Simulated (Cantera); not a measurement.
Input: 1 mol Pb, 0.4 mol O2, 93 mol H2, 0.00029 mol N2, held at 1.00 Torr.

Equilibrium computed with Cantera from the NASA thermochemical tables; the gas is ideal and each condensed phase is pure. Candidate condensed phases: H2O, Pb, PbO, PbO2, Pb3O4; 27 gas species. Kinetics and transport are ignored.

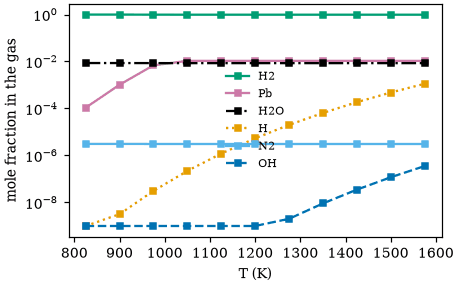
Figure: Equilibrium gas composition (values under 1e-9 drawn at 1e-9)

### Question
Read off the mole fractions at 900 K.

### Answer
H2 about 0.99, H2O about 0.0086, Pb about 0.0010, N2 about 3.1e-6.
